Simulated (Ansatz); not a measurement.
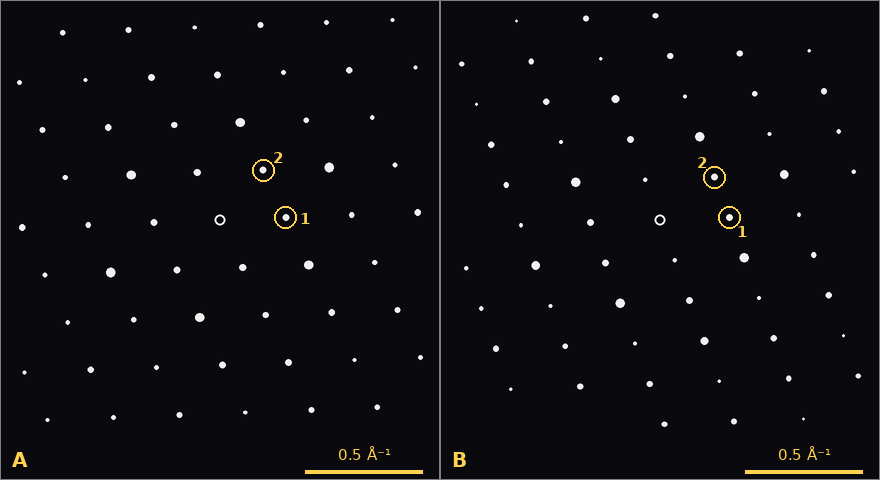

Kinematic electron diffraction patterns (120 kV, B = 0.5 Å², same scale) along [010] of the run's own cell, for the start and the end of one relaxation of LaB3Ir with DFT, PAW plane waves, pbe (Ansatz). k mesh 7×7×7. The start is a generated model structure, and the relaxation ends in the nearest stationary point of its symmetry, not necessarily the ground state. Spot 1 is -1 0 -1 and spot 2 is -1 0 0 in both.

Start structure:

```yaml
crystal:
  lattice:
    - [0.00000, 3.83289, 0.00000]
    - [3.83289, 0.00000, 0.00000]
    - [1.91644, 1.91644, -4.40361]
  atoms:
    - { symbol: La, position: [0.00000, 0.00000, 0.00000] }
    - { symbol: B, position: [0.76150, 0.26150, 0.47700] }
    - { symbol: B, position: [0.26150, 0.76150, 0.47700] }
    - { symbol: Ir, position: [0.65530, 0.65530, 0.68940] }
    - { symbol: B, position: [0.41120, 0.41120, 0.17760] }
```

Which pattern belongs to the start structure, and which to the relaxed one?

Answer. A is the start: its cell gives d(1) = 3.514 Å, d(2) = 3.514 Å and an angle of 47.0°. B is the relaxed structure, with d(1) = 3.337 Å (-5.0 %), d(2) = 3.337 Å (-5.0 %) and 36.0°.

Name reflections whose intensity changes strongly on relaxation.

Answer. 1 0 3 goes from 22 to 1.1 % of the strongest spot; 0 0 4 goes from 13 to 0.44 % of the strongest spot; 0 0 1 goes from 30 to 3.3 % of the strongest spot.

Summarise the relaxation behind the change.

Answer. The volume changed by +2.8 % to 13.30 Å³ an atom; with the mean shift removed, the atoms moved by up to 0.62 Å relative to the cell (B most); the space group stayed I4mm (No. 107); the free energy fell by 140 meV an atom. Relaxed cell: a = 3.509 Å, b = 3.509 Å, c = 5.946 Å, α = 72.84°, β = 72.84°, γ = 90.00°.
